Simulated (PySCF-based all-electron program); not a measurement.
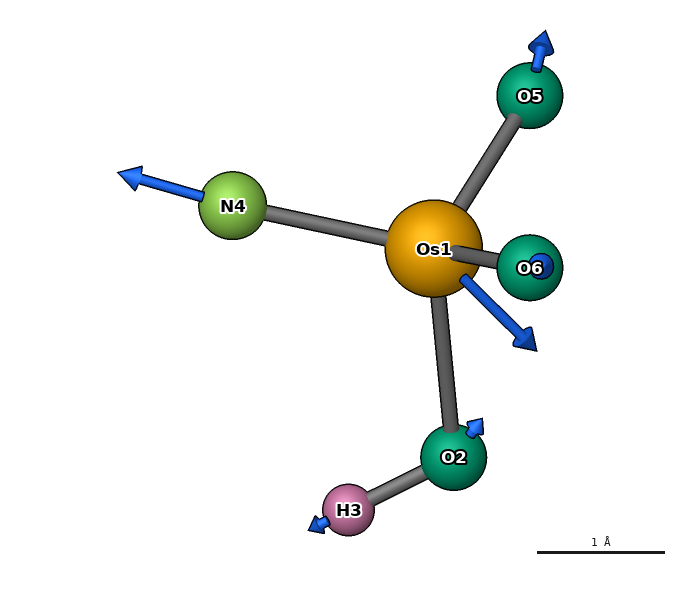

Arrows show the forces on the atoms, 0.3 Å of arrow for 1 eV/Å; forces under a tenth of the largest aren't drawn. Charge 0, singlet. Level of theory: PBE, all-electron, scalar-relativistic (Koelling-Harmon), large uncontracted Gaussian sets (PySCF-based all-electron program).

**On which atom is the force largest, and how large is it?**

On Os1: 2.98 eV/Å.

**Along which bond is the force strongest?**

Os1–N4, now 1.640 Å: the forces push its atoms apart, so a first step downhill lengthens it.

List the force components in the frame of the picture (x right, y up, z towards the viewer), in eV/Å.

```tsv
atom	Fx	Fy	Fz
Os1	1.97	−1.96	−1.09
O2	0.34	0.47	0.26
H3	−0.54	−0.28	−0.15
N4	−2.29	0.66	0.37
O5	0.26	1.07	−0.62
O6	0.26	0.03	1.24
```
